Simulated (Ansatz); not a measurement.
**B2H2 (triplet): correlated methods under varied settings at scale of all distances = 1.000**

Aim: run B2H2 (triplet) at one geometry under a spread of methods and options, and see what each costs and gives.

Program: Ansatz 0.2.0, Gaussian basis. Level of theory: the settings change from run to run. These are calculated values, not measurements.

19 further runs of the same task are left out: 2 for a mislabelled method, 13 that didn't finish, 4 set aside as unsound or not needed.

**1. The system**

The geometry derives from a PBE0/def2-TZVP stationary point (not a proven minimum). All distances are scaled together.

4 atoms, charge 0, spin multiplicity 3.

Atoms are counted from 1 here; the program's logs count them from 0.

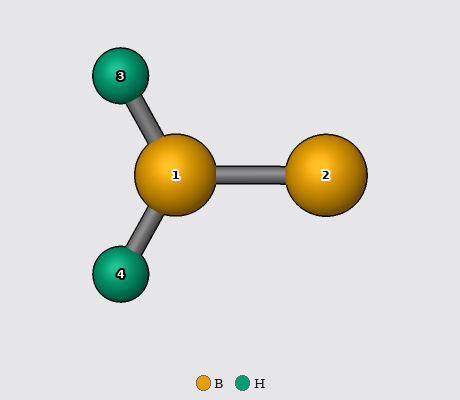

The structure; boron amber, hydrogen teal; atoms are numbered from 1 in the order of the file.

**2. MRCISD+Q(relaxed)(2,5)/STO-3G**

File in.yaml:

```yaml
crystal:
  periodic: [false, false, false]
  atoms:
    - {symbol: B, position_ang: [0.000000, 0.000000, 0.675628]}
    - {symbol: B, position_ang: [0.000000, 0.000000, -0.909454]}
    - {symbol: H, position_ang: [0.000000, 1.047868, 1.253990]}
    - {symbol: H, position_ang: [0.000000, -1.047868, 1.253990]}
basis:
  gaussian: {orbitals: STO-3G}
magnetization: {spin_polarized: false, initial_magnetization: 2}
correlation: {method: fic_mrcisd_q_relaxed, electrons: outside_noble_gas, active_space: {window: {electrons: 2, orbitals: 5}}}
```

Command:

```console
ansatz run in.yaml --threads 1 --pin off --events-out ev --progress --plain --max-ram 2393MiB
```

The program printed, cut to the lines that bear on the results:

```text
Functional definition: HF
  name "HF"
  cite "Fock, Z. Phys. 61, 126 (1930) doi:10.1007/BF01340294"
  parent pbe
[...]
152 factors; integrals over basis functions are off by at most 2.4e-4 eV
[...]
mean field -1353.04505397 eV, -49.7234886064 hartree, gradient 2.3e-6 eV, S^2 2.000000; 2 other end points of the search recorded, 0 dependent functions left out
reference -1353.04505397 eV, -49.7234886064 hartree; 7, 5 occupied and 5, 7 virtual orbitals, 152 factors
state -1353.09573158 eV, -49.7253509745 hartree
contracted CI cycle   1: correlation -0.00000000 eV, -0.0000000000 hartree, residual 8.88e0 eV
contracted CI cycle   2: correlation -1.81234717 eV, -0.0666025302 hartree, residual 1.88e0 eV
contracted CI cycle   3: correlation -1.92476723 eV, -0.0707338910 hartree, residual 6.12e-1 eV
contracted CI cycle   4: correlation -1.93844894 eV, -0.0712366847 hartree, residual 2.49e-1 eV
contracted CI cycle   5: correlation -1.94050189 eV, -0.0713121291 hartree, residual 9.06e-2 eV
contracted CI cycle   6: correlation -1.94071935 eV, -0.0713201207 hartree, residual 2.72e-2 eV
contracted CI cycle   7: correlation -1.94073862 eV, -0.0713208288 hartree, residual 7.43e-3 eV
contracted CI cycle   8: correlation -1.94074012 eV, -0.0713208838 hartree, residual 2.72e-3 eV
contracted CI cycle   9: correlation -1.94074029 eV, -0.0713208902 hartree, residual 9.88e-4 eV
state -1353.09573158 eV, -49.7253509745 hartree; corrected -1355.15836107 eV, -49.8011512100 hartree
WARN: 1 active orbitals are nearly empty or full. The corrections depend on them more than the energy does, and are more stable in an active space without them
Total energy: -1355.15836107 eV, -49.8011512100 hartree
```

It took 0.67 s on 1 thread of Arm Neoverse V1, shared host.

From the report: 8 determinants; active occupations 1.00, 1.00, 0.00, 0.00, 0.00. The report marks this result as in doubt.

**3. BCCD(T) on ROHF/cc-pVDZ**

Changes to in.yaml since step 2:

```diff
@@ -8,4 +8,5 @@
 basis:
-  gaussian: {orbitals: STO-3G}
+  gaussian: {orbitals: cc-pVDZ}
 magnetization: {spin_polarized: false, initial_magnetization: 2}
-correlation: {method: fic_mrcisd_q_relaxed, electrons: outside_noble_gas, active_space: {window: {electrons: 2, orbitals: 5}}}
+correlation: {method: bccd_t, electrons: valence}
+scf: {omitted_lower_state_checks: [cluster_reference]}
```

Same command.

The program printed, cut to the lines that bear on the results:

```text
Functional definition: HF
  name "HF"
  cite "Fock, Z. Phys. 61, 126 (1930) doi:10.1007/BF01340294"
  parent pbe
[...]
350 factors; integrals over basis functions are off by at most 7.4e-4 eV
[...]
mean field -1371.15661534 eV, -50.3890762104 hartree, gradient 2.2e-6 eV, S^2 2.000000; 2 other end points of the search recorded, 0 dependent functions left out
2 core orbitals not correlated: weight in the atoms' cores, before any rotation towards them, 1.000 or more for the frozen orbitals, at most 0.000 for the correlated occupied ones
reference -1371.15661534 eV, -50.3890762104 hartree; 5, 3 occupied and 31, 33 virtual orbitals, 350 factors
second order -3.27492098 eV of doubles, -0.03226653 eV of singles
cycle   1  -3.92005490 eV  change   -6.1e-1 eV  update   6.6e-2
[...]
cycle  11  -4.19331346 eV  change   -2.9e-6 eV  update   6.2e-6
perturbative correction -0.12977320 eV, -0.0047690771 hartree
Total energy: -1375.47970200 eV, -50.5479467148 hartree
Checks for a lower state left out: cluster_reference
```

It took 0.85 s on 1 thread of Arm Neoverse V1, shared host.

From the report: correlation -4.3231 eV; largest double amplitude 0.06.

**4. CCSD(T) on UHF/cc-pVDZ**

Changes to in.yaml since step 3:

```diff
@@ -9,4 +9,4 @@
   gaussian: {orbitals: cc-pVDZ}
-magnetization: {spin_polarized: false, initial_magnetization: 2}
-correlation: {method: bccd_t, electrons: valence}
-scf: {omitted_lower_state_checks: [cluster_reference]}
+magnetization: {spin_polarized: true, initial_magnetization: 2}
+correlation: {method: ccsd_t, electrons: outside_noble_gas}
+accuracy: high
```

The command is unchanged.

The program printed, cut to the lines that bear on the results:

```text
Functional definition: HF
  name "HF"
  cite "Fock, Z. Phys. 61, 126 (1930) doi:10.1007/BF01340294"
  parent pbe
[...]
820 factors; integrals over basis functions are off by at most 3.3e-9 eV
[...]
mean field -1371.20512775 eV, -50.3908590086 hartree, gradient 1.3e-8 eV, S^2 2.004630; 5 other end points of the search recorded, 0 dependent functions left out
determinant -1371.20512775 eV, -50.3908590086 hartree, with singles and doubles -1375.35442676 eV, -50.5433429348 hartree
determinant -1369.74736856 eV, -50.3372873464 hartree, with singles and doubles -1373.59761387 eV, -50.4787812519 hartree
determinant -1368.24893210 eV, -50.2822208222 hartree, with singles and doubles -1372.40129864 eV, -50.4348174781 hartree
2 core orbitals not correlated: weight in the atoms' cores, before any rotation towards them, 1.000 or more for the frozen orbitals, at most 0.000 for the correlated occupied ones
reference -1371.20512775 eV, -50.3908590086 hartree; 5, 3 occupied and 31, 33 virtual orbitals, 820 factors
second order -3.27024303 eV of doubles, -0.00000000 eV of singles
cycle   1  -4.14952897 eV  change   -2.3e-4 eV  update   7.8e-4
[...]
cycle  18  -4.14964428 eV  change  -1.4e-10 eV  update  3.5e-10
perturbative correction -0.12282144 eV, -0.0045136047 hartree
Total energy: -1375.47759347 eV, -50.5478692278 hartree
```

It took 3.1 s on 1 thread of Arm Neoverse V1, shared host.

From the report: ⟨S²⟩ of the determinant 2.005 (pure triplet: 2.00); correlation -4.2725 eV; T1 0.031; largest double amplitude 0.06.

**5. CCSDT on UHF/6-31G**

Changes to in.yaml since step 4:

```diff
@@ -8,5 +8,5 @@
 basis:
-  gaussian: {orbitals: cc-pVDZ}
+  gaussian: {orbitals: 6-31G}
 magnetization: {spin_polarized: true, initial_magnetization: 2}
-correlation: {method: ccsd_t, electrons: outside_noble_gas}
-accuracy: high
+correlation: {method: ccsdt, electrons: outside_noble_gas}
+output: {forces: true}
```

The command is unchanged.

The program printed, cut to the lines that bear on the results:

```text
Functional definition: HF
  name "HF"
  cite "Fock, Z. Phys. 61, 126 (1930) doi:10.1007/BF01340294"
  parent pbe
[...]
505 factors; integrals over basis functions are off by at most 1.9e-7 eV
[...]
mean field -1370.67578262 eV, -50.3714059340 hartree, gradient 6.6e-6 eV, S^2 2.002683; 4 other end points of the search recorded, 0 dependent functions left out
determinant -1370.67578262 eV, -50.3714059340 hartree, with singles and doubles -1373.38692344 eV, -50.4710385215 hartree
determinant -1369.19337938 eV, -50.3169286195 hartree, with singles and doubles -1371.55580393 eV, -50.4037461205 hartree
determinant -1367.67300227 eV, -50.2610557914 hartree, with singles and doubles -1370.36454528 eV, -50.3599681724 hartree
2 core orbitals not correlated: weight in the atoms' cores, before any rotation towards them, 1.000 or more for the frozen orbitals, at most 0.000 for the correlated occupied ones
reference -1370.67578262 eV, -50.3714059340 hartree; 5, 3 occupied and 15, 17 virtual orbitals, 505 factors
second order -2.01601041 eV of doubles, -0.00000000 eV of singles
cycle   1  -2.43756883 eV  change   -4.2e-1 eV  update   6.4e-2
[...]
cycle  17  -2.80687356 eV  change    4.2e-7 eV  update   3.6e-7
[...]
Total energy: -1373.48265618 eV, -50.4745566347 hartree
Atom 0 at     0.000000     0.000000     0.675628 Å, force    -0.000000    -0.000000     0.582591 eV/Å
Atom 1 at     0.000000     0.000000    -0.909454 Å, force     0.000000     0.000000    -0.952339 eV/Å
Atom 2 at     0.000000     1.047868     1.253990 Å, force     0.000000     0.195051     0.184874 eV/Å
Atom 3 at     0.000000    -1.047868     1.253990 Å, force    -0.000000    -0.195051     0.184874 eV/Å
Dipole moment:     0.000000     0.000000    -0.152018 e Å
```

Run time: 5 s. Hardware: 1 thread of Arm Neoverse V1, shared host.

From the report: ⟨S²⟩ of the determinant 2.003 (pure triplet: 2.00); correlation -2.8069 eV; T1 0.033; largest double amplitude 0.08.

**6. CCSD(T) on UHF/def2-mTZVP**

Changes to in.yaml since step 5:

```diff
@@ -8,5 +8,5 @@
 basis:
-  gaussian: {orbitals: 6-31G}
+  gaussian: {orbitals: def2-mTZVP}
 magnetization: {spin_polarized: true, initial_magnetization: 2}
-correlation: {method: ccsdt, electrons: outside_noble_gas}
+correlation: {method: ccsd_t, electrons: outside_noble_gas}
 output: {forces: true}
```

Same command.

The program printed, cut to the lines that bear on the results:

```text
Functional definition: HF
  name "HF"
  cite "Fock, Z. Phys. 61, 126 (1930) doi:10.1007/BF01340294"
  parent pbe
[...]
424 factors; integrals over basis functions are off by at most 9.6e-4 eV
[...]
mean field -1371.39308271 eV, -50.3977662261 hartree, gradient 2.8e-6 eV, S^2 2.003582; 4 other end points of the search recorded, 0 dependent functions left out
determinant -1371.39308271 eV, -50.3977662261 hartree, with singles and doubles -1375.16102537 eV, -50.5362355648 hartree
determinant -1369.96280942 eV, -50.3452046519 hartree, with singles and doubles -1373.42887804 eV, -50.4725803246 hartree
determinant -1368.47726078 eV, -50.2906117464 hartree, with singles and doubles -1372.17179475 eV, -50.4263833657 hartree
2 core orbitals not correlated: weight in the atoms' cores, before any rotation towards them, 1.000 or more for the frozen orbitals, at most 0.000 for the correlated occupied ones
reference -1371.39308271 eV, -50.3977662261 hartree; 5, 3 occupied and 37, 39 virtual orbitals, 424 factors
second order -3.03019517 eV of doubles, -0.00000000 eV of singles
cycle   1  -3.75928234 eV  change   -1.6e-1 eV  update   2.5e-2
[...]
cycle  12  -3.79708345 eV  change   -3.6e-7 eV  update   6.3e-7
perturbative correction -0.13110503 eV, -0.0048180209 hartree
[...]
Total energy: -1375.32127119 eV, -50.5421244901 hartree
Atom 0 at     0.000000     0.000000     0.675628 Å, force     0.000000     0.000000     0.247673 eV/Å
Atom 1 at     0.000000     0.000000    -0.909454 Å, force    -0.000000    -0.000000    -0.169033 eV/Å
Atom 2 at     0.000000     1.047868     1.253990 Å, force     0.000000    -0.081908    -0.039320 eV/Å
Atom 3 at     0.000000    -1.047868     1.253990 Å, force    -0.000000     0.081908    -0.039320 eV/Å
Dipole moment:    -0.000000     0.000000    -0.109738 e Å
```

It took 4.2 s on 1 thread of Arm Neoverse V1, shared host.

From the report: ⟨S²⟩ of the determinant 2.004 (pure triplet: 2.00); correlation -3.9282 eV; T1 0.032; largest double amplitude 0.05.

**7. CISD/def2-SVPD**

Changes to in.yaml since step 6:

```diff
@@ -8,5 +8,6 @@
 basis:
-  gaussian: {orbitals: def2-mTZVP}
-magnetization: {spin_polarized: true, initial_magnetization: 2}
-correlation: {method: ccsd_t, electrons: outside_noble_gas}
+  gaussian: {orbitals: def2-SVPD}
+magnetization: {spin_polarized: false, initial_magnetization: 2}
+correlation: {active_space: {ras: {orbitals: [3, 2, 49], electrons: 8, max_holes: 2, max_particles: 2}, fixed_orbitals: true}}
+accuracy: high
 output: {forces: true}
```

Launched as before.

The program printed, cut to the lines that bear on the results:

```text
Functional definition: HF
  name "HF"
  cite "Fock, Z. Phys. 61, 126 (1930) doi:10.1007/BF01340294"
  parent pbe
[...]
1139 factors; integrals over basis functions are off by at most 3.4e-9 eV
[...]
mean field -1369.96730868 eV, -50.3453699968 hartree, gradient 3.1e-8 eV, S^2 2.000000; 2 other end points of the search recorded, 0 dependent functions left out
reference -1369.96730868 eV, -50.3453699968 hartree; 7, 5 occupied and 49, 51 virtual orbitals, 1139 factors
state -1374.06963427 eV, -50.4961276814 hartree
[...]
Total energy: -1374.06963427 eV, -50.4961276814 hartree
Atom 0 at     0.000000     0.000000     0.675628 Å, force     0.000000     0.000000     0.604450 eV/Å
Atom 1 at     0.000000     0.000000    -0.909454 Å, force     0.000000    -0.000000    -0.753459 eV/Å
Atom 2 at     0.000000     1.047868     1.253990 Å, force    -0.000000     0.118165     0.074504 eV/Å
Atom 3 at     0.000000    -1.047868     1.253990 Å, force    -0.000000    -0.118165     0.074504 eV/Å
Dipole moment:    -0.000000     0.000000    -0.138153 e Å
```

It took 8.5 s on 1 thread of Arm Neoverse V1, shared host; peak memory 0.31 GiB.

From the report: 51,292 determinants.

**8. The runs in one table**

Where basis and cores are those of an earlier UCCSDT(Q)/cc-pVDZ run (-1375.5180 eV), and the state is the same kind, the miss against it is given. † marks a result that the program doubts.

```
                          level         correlated  functions  energy (eV)  from UCCSDT(Q) (meV)    time
MRCISD+Q(relaxed)(2,5)/STO-3G †  outside noble gas         12   -1355.1584                        0.67 s
        BCCD(T) on ROHF/cc-pVDZ            valence         38   -1375.4797                  38.3  0.85 s
         CCSD(T) on UHF/cc-pVDZ  outside noble gas         38   -1375.4776                  40.4   3.1 s
             CCSDT on UHF/6-31G  outside noble gas         22   -1373.4827                           5 s
      CCSD(T) on UHF/def2-mTZVP  outside noble gas         44   -1375.3213                         4.2 s
                 CISD/def2-SVPD  outside noble gas         56   -1374.0696                         8.5 s
```

**9. Summary of results**

| quantity | value |
| --- | --- |
| runs | 6 |
| quickest | MRCISD+Q(relaxed)(2,5)/STO-3G †, 0.67 s |
| slowest | CISD/def2-SVPD, 8.5 s |

What this shows: Total energies in different bases, with other cores or another treatment of relativity can't be set against each other. CISD/def2-SVPD took 13 times as long as MRCISD+Q(relaxed)(2,5)/STO-3G †; the jobs differ in more than the method. Among the correlated runs with a miss given, it spans +38 to +40 meV.
